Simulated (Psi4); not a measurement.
# UPBE0/cc-pVDZ (sweep point 8) run of AlNH2F (SMILES [NH2][Al][F])

Aim: the vertical doublet–quartet gap of AlNH2F at UPBE0/cc-pVDZ (sweep point 8), from 2 runs. 

Program for the calculation: Psi4 1.11.

2 further runs of the same task are left out: 2 set aside as unsound or not needed.

### 1 The system as given

The species is AlNH2F (5 atoms), meant as a doublet with charge 0. As SMILES, `[NH2][Al][F]`. The shape is that of a PBE0-D4/def2-TZVP optimisation. This is one conformer, not always the lowest.

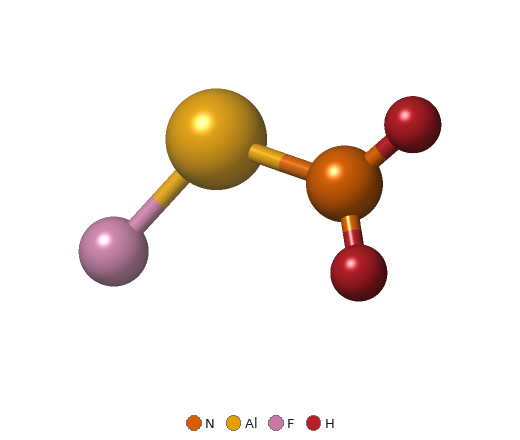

Viewed from a chosen angle; nitrogen orange, aluminium amber, fluorine pink, hydrogen red.

### 2 A single-point energy at UPBE0/cc-pVDZ (sweep point 8)

File calc.dat:

```
memory 1600 mb

molecule system {
  0 2
  N     -0.384700     0.499000    -0.263800
  Al     0.632000    -0.282800     0.949500
  F      1.228700    -1.786800     0.590000
  H     -0.804300     1.408300    -0.162700
  H     -0.621700     0.088600    -1.154400
  symmetry c1
}

set {
  basis                cc-pVDZ
  reference            uks
  puream               true
  scf_type             pk
  dft_radial_points    99
  dft_spherical_points 590
  maxiter              150
}

energy('pbe0')
print_variables()
```

Command:

```bash
$ psi4 calc.dat calc.out -n 1
```

calc.out:

```text
[...]
  Running in c1 symmetry.
[...]
  Nuclear repulsion =   91.986394529846010
[...]
  Multiplicity = 2
[...]
  Nalpha       = 16
  Nbeta        = 15
[...]
    Number of basis functions: 56
[...]
   @UKS iter   1:  -397.69503492098158   -3.76524e-01   1.55812e-02 ADIIS/DIIS
[...]
   @UKS iter   9:  -398.01673947319352   -3.27832e-08   7.49541e-07 DIIS
[...]
   @S^2 Observed:                7.520771273E-01
[...]
    Orbital Energies [Eh]
    ---------------------
    Alpha Occupied:
       1A    -56.191515     2A    -24.732093     3A    -14.372968
       4A     -4.207516     5A     -2.737996     6A     -2.737521
       7A     -2.734636     8A     -1.162419     9A     -0.856805
      10A     -0.497265    11A     -0.475160    12A     -0.426909
      13A     -0.403849    14A     -0.398937    15A     -0.277528
      16A     -0.224506
    Alpha Virtual:
      17A     -0.018766    18A      0.042389    19A      0.048998
      20A      0.129075    21A      0.137052    22A      0.195513
      23A      0.223984    24A      0.284138    25A      0.290048
[...]
  @UKS Final Energy:  -398.01673947319352
   => Energetics <=
    Nuclear Repulsion Energy =             91.9863945298460095
    One-Electron Energy =                -735.7345772649238143
    Two-Electron Energy =                 273.4318337965252681
    DFT Exchange-Correlation Energy =     -27.7003905346410093
    Empirical Dispersion Energy =           0.0000000000000000
    VV10 Nonlocal Energy =                  0.0000000000000000
    Total Energy =                       -398.0167394731935246
[...]
 Multipole Moments:
 ------------------------------------------------------------------------------------
     Multipole            Electronic (a.u.)      Nuclear  (a.u.)        Total (a.u.)
 ------------------------------------------------------------------------------------
 L = 1.  Multiply by 2.5417464519 to convert [e a0] to [Debye]
 Dipole X            :          2.5958676           -3.0816253           -0.4857577
 Dipole Y            :         -2.5378193            3.3503810            0.8125617
 Dipole Z            :          2.5422987           -2.6717854           -0.1294867
 Magnitude           :                                                    0.9555019
[...]
```

Run time: 14 s. Hardware: 1 thread of Intel Xeon Platinum 8259CL at 2.50GHz (Skylake/Cascade Lake), shared host; peak memory 0.73 GiB.

### 3 The quartet, same level

File job.inp:

```
memory 1600 MB

molecule molecule1 {
  0 4
  N     -0.384700     0.499000    -0.263800
  Al     0.632000    -0.282800     0.949500
  F      1.228700    -1.786800     0.590000
  H     -0.804300     1.408300    -0.162700
  H     -0.621700     0.088600    -1.154400
  symmetry c1
}

set {
  reference            uks
  puream               true
  scf_type             pk
  dft_radial_points    99
  dft_spherical_points 590
  maxiter              150
}

E, wfn = energy('pbe0/cc-pVDZ', return_wfn=True)
print_variables()
```

Command:

```bash
$ psi4 -i job.inp -o job.out -n 1
```

job.out:

```text
[...]
  Running in c1 symmetry.
[...]
  Nuclear repulsion =   91.986394529846010
[...]
  Multiplicity = 4
[...]
  Nalpha       = 17
  Nbeta        = 14
[...]
    Number of basis functions: 56
[...]
   @UKS iter   1:  -397.68395354108003   -3.65443e-01   1.03577e-02 ADIIS/DIIS
[...]
   @UKS iter   9:  -397.82142271774984   -1.99252e-08   3.99556e-07 DIIS
[...]
   @S^2 Observed:                3.753783254E+00
[...]
    Orbital Energies [Eh]
    ---------------------
    Alpha Occupied:
       1A    -56.165175     2A    -24.707164     3A    -14.551626
       4A     -4.186083     5A     -2.717031     6A     -2.715135
       7A     -2.714553     8A     -1.139635     9A     -1.032373
      10A     -0.640870    11A     -0.575780    12A     -0.489750
      13A     -0.429377    14A     -0.384553    15A     -0.380386
      16A     -0.221167    17A     -0.096387
    Alpha Virtual:
      18A     -0.008492    19A      0.034589    20A      0.055383
      21A      0.091073    22A      0.200550    23A      0.215186
      24A      0.275864    25A      0.279236    26A      0.283667
[...]
  @UKS Final Energy:  -397.82142271774984
   => Energetics <=
    Nuclear Repulsion Energy =             91.9863945298460095
    One-Electron Energy =                -734.6921217868925851
    Two-Electron Energy =                 272.5520579766058518
    DFT Exchange-Correlation Energy =     -27.6677534373091483
    Empirical Dispersion Energy =           0.0000000000000000
    VV10 Nonlocal Energy =                  0.0000000000000000
    Total Energy =                       -397.8214227177498401
[...]
 Multipole Moments:
 ------------------------------------------------------------------------------------
     Multipole            Electronic (a.u.)      Nuclear  (a.u.)        Total (a.u.)
 ------------------------------------------------------------------------------------
 L = 1.  Multiply by 2.5417464519 to convert [e a0] to [Debye]
 Dipole X            :          1.4626482           -3.0816253           -1.6189770
 Dipole Y            :         -1.7928501            3.3503810            1.5575309
 Dipole Z            :          1.0604057           -2.6717854           -1.6113797
 Magnitude           :                                                    2.7646942
[...]
```

It took 14 s on 1 thread of Intel Xeon Platinum 8259CL at 2.50GHz (Skylake/Cascade Lake), shared host; peak memory 0.72 GiB.

### 4 What came out

At UPBE0/cc-pVDZ (sweep point 8):

| quantity | value |
| --- | --- |
| doublet: total energy | -398.01674 Eh |
| doublet: dipole moment | 2.43 D |
| doublet: HOMO energy (highest over α and β) | -6.11 eV |
| doublet: LUMO energy (lowest over α and β) | -2.46 eV |
| doublet: ⟨S²⟩ | 0.752 |
| quartet: total energy | -397.82142 Eh |
| quartet: dipole moment | 7.03 D |
| quartet: HOMO energy (highest over α and β) | -2.62 eV |
| quartet: ⟨S²⟩ | 3.754 |
| vertical energy of the quartet above the doublet | 5.315 eV |

At this shape the quartet lies 5.31 eV (513 kJ/mol) above the doublet.
